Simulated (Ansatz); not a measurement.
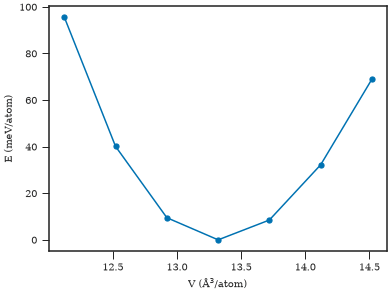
Fig. 1. Nb2PC in space group P6_3/mmc (No. 194; Nb on 4f, P on 2d, C on 2a) under volume change, PBEsol (plane waves, PAW; program Ansatz), shape and atoms relaxed at each volume.

What does a third-order Birch–Murnaghan fit give for V₀, B₀ and B′?

V₀ = 13.32 Å³/atom, B₀ = 239 GPa, B′ = 4.4.

The first step of the workflow began from a Materials Project structure, measured or hypothetical; the Crystallography Open Database copy checked does not list it. Its standing as an ambient phase is unchecked. The cell was relaxed with PBEsol under the symmetry of its start; its stability against distortions is not shown here. The run is not spin-polarised.

Potentials: the later of the program's two PAW sets.
